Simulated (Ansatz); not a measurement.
## NbSi2 (CrSi2 type, space group P6_222): frozen-phonon scan

Relaxed NbSi$_{2}$ (CrSi2 type, space group P6_222):

```
CELL_PARAMETERS angstrom
      4.81046     0.00000     0.00000
     -2.40523     4.16598     0.00000
      0.00000     0.00000     6.61846
ATOMIC_POSITIONS crystal
  Nb 0.50000 0.00000 0.00000
  Nb 0.50000 0.50000 0.33333
  Nb 0.00000 0.50000 0.66667
  Si 0.15931 0.31861 0.00000
  Si 0.84069 0.15931 0.33333
  Si 0.68139 0.84069 0.66667
  Si 0.84069 0.68139 0.00000
  Si 0.15931 0.84069 0.33333
  Si 0.31861 0.15931 0.66667
```

The atoms are displaced by Q × the pattern below (from a DFPT mode at Γ, largest move 1; Q in Å), at fixed cell.

```csv
atom,x,y,z
Nb1,-0.298,0.000,0.000
Nb2,0.149,0.258,0.000
Nb3,0.149,-0.258,0.000
Si4,-0.014,0.000,-1.000
Si5,0.007,0.012,1.000
Si6,0.007,-0.012,-1.000
Si7,-0.014,0.000,1.000
Si8,0.007,0.012,-1.000
Si9,0.007,-0.012,1.000
```

Method: PBE (plane waves to 420 eV, PAW, scalar-relativistic; Ansatz, a program for electronic structure). k mesh 11×11×7 (Γ-centred), Fermi-Dirac smearing 0.05 eV. E stands for the smeared free energy. With partly filled bands, energies and forces of such displacements shift with the k mesh and the smearing. NbSi2 is run without spin polarisation. NbSi2 was relaxed with its symmetry unable to fall. The zero of ΔE is the undisplaced structure.

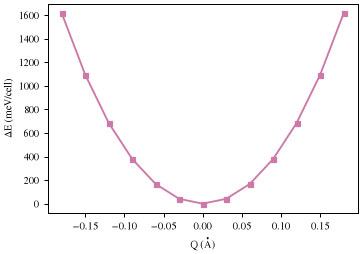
Fig. 1. ΔE (meV/cell) against Q (Å); one marker a computed point.

The energy at Q = 0.180 Å is 1617 meV/cell. Harmonic wavenumber from the curvature (finite differences): 359 cm⁻¹. Space group of the distorted cell: P3_221 (No. 154), lowered from P6_222. Symmetry of the curve: even: the same for both signs. Shape of the curve: a single well with its minimum at or next to zero displacement.

E″ = 91.66 eV/Å², M = Σ mᵢ|uᵢ|² = 193.3 u, ν̃ = 521.5·√(|E″|/M).

(For displaced atoms, the force is minus the slope of the energy, and its curvature is a force constant, which sets phonon frequencies.)
